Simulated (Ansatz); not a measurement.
# Fields on a plane of K2CO3 (space group C2/c)

```
CELL_PARAMETERS angstrom
      2.78823    -4.98410     0.00000
      2.78823     4.98410     0.00000
     -1.22927     0.00000     6.68393
ATOMIC_POSITIONS crystal
  K  0.33493 0.66507 0.25000
  K  0.66507 0.33493 0.75000
  K  0.00000 0.00000 0.00000
  K  0.00000 0.00000 0.50000
  C  0.33163 0.66837 0.75000
  C  0.66837 0.33163 0.25000
  O  0.77862 0.57126 0.18978
  O  0.22138 0.42874 0.81022
  O  0.42874 0.22138 0.31022
  O  0.57126 0.77862 0.68978
  O  0.79833 0.20167 0.25000
  O  0.20167 0.79833 0.75000
```

The slice is a (100) plane (indices of the conventional cell) through the point (0.332, 0.668, 0.750) (fractional), spanned by u = [001] and v = [1 -1 0] in vectors of this cell: u (6.80 Å) and v (9.97 Å, at 90° to u). It covers one period; positions are fractions (u, v).

Atoms on it: K at (0.50, 0.00); K at (0.00, 0.33); K at (0.25, 0.67); K at (0.75, 0.67); C at (0.00, 0.00); C at (0.50, 0.34); O at (0.50, 0.47); O at (0.00, 0.87). Other atoms lie within 1 Å of the plane.

Computed with PBEsol (plane waves to 420 eV, PAW, scalar-relativistic; Ansatz, a program for electronic structure). k mesh 6×6×4. Near the nuclei the fields are pseudised (PAW); where an atom keeps semicore shells as valence, they peak there. K2CO3 was relaxed with its symmetry unable to fall. This is one of several known forms of K2CO3; the measured ambient cells at hand have space group No. 14.

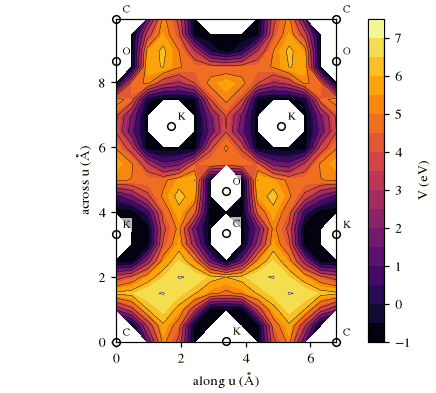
Electrostatic potential energy of an electron, from the cell's mean, in eV, one period of the plane, atoms marked. Points within 0.5 Å of a nucleus are left white, as the pseudised field means little there. Values under -1 eV are set to -1. The zero, the cell's mean, hangs on the PAW cores.

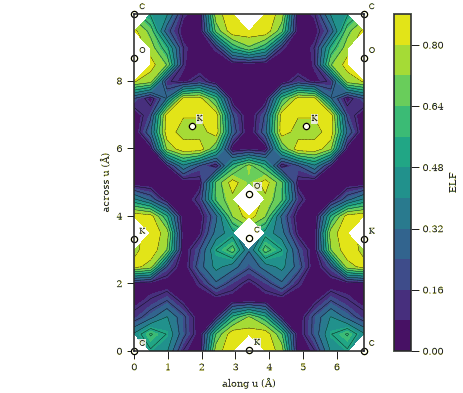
*Electron localisation function (ELF), one period of the plane, atoms marked. Points within 0.3 Å of a nucleus are left white, as the pseudised field means little there.*
